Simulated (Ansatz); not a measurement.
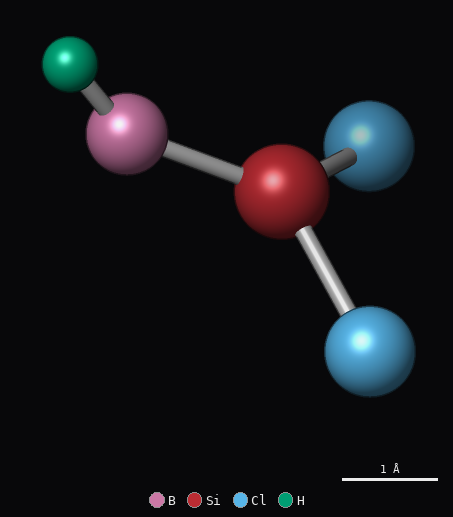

BSiHCl$_{2}$, before the relaxation. The picture is a ball-and-stick view, seen from a free direction.

The run prepares an end point of a later path (hydrogen shift) calculation, from a guessed geometry.

Theory: UKS B3LYP/6-31G* (Ansatz).

Input
```yaml
crystal:
  periodic: [false, false, false]
  atoms:
    - { symbol: B, position_ang: [-0.40743, 1.30915, -0.07108] }
    - { symbol: Si, position_ang: [0.137, -0.42663, 0.02157] }
    - { symbol: Cl, position_ang: [1.45535, -1.1961, 1.36397] }
    - { symbol: Cl, position_ang: [-0.87492, -2.02315, -0.72678] }
    - { symbol: H, position_ang: [-0.31, 2.33673, -0.58768] }
magnetization:
  spin_polarized: true
basis:
  gaussian: { orbitals: "6-31G*" }
hamiltonian:
  xc: b3lyp
relax:
  f_tol: 0.02
  max_steps: 50
```

Run as
```bash
ansatz run input.yaml --threads 2 --pin off --max-ram 3072MiB --backend cpu --events-out ev --progress --plain --runs-dir out
```

Q: Predict the outcome.

A: The atom that moves furthest after the best rigid fit is Si2 (0.33 Å). Largest moves by element: Si 0.33 Å, Cl 0.16 Å, H 0.09 Å, B 0.07 Å. Among the contacts that change: B1–Si2 1.822 → 1.912 Å, Si2–Cl3 2.033 → 2.084 Å, B1–H5 1.154 → 1.187 Å. Bond angles that change, for instance: B1–Si2–Cl3 126.0° → 113.3°, Si2–B1–H5 147.8° → 143.1°, Cl3–Si2–Cl4 105.6° → 110.0°. After 6 geometry steps the energy has fallen by 0.187 eV. The largest force component goes from 0.73 to 0.014 eV/Å. The run took 17 s on 2 threads of AMD EPYC 9R45 96-Core Processor (Zen 5) (shared host), peak memory 0.24 GiB.

The structure at the end:

```xyz
5

B    -0.3973    1.2397   -0.0533
Si    0.3656   -0.5071   -0.2051
Cl    1.4273   -1.0935    1.4894
Cl   -1.0276   -1.9709   -0.7137
H    -0.3681    2.3317   -0.5172
```

The end point in the same view:

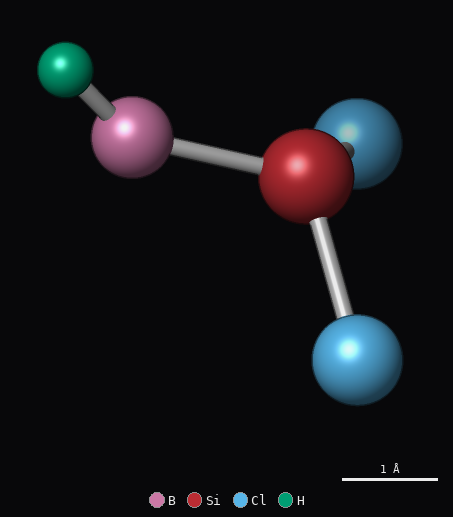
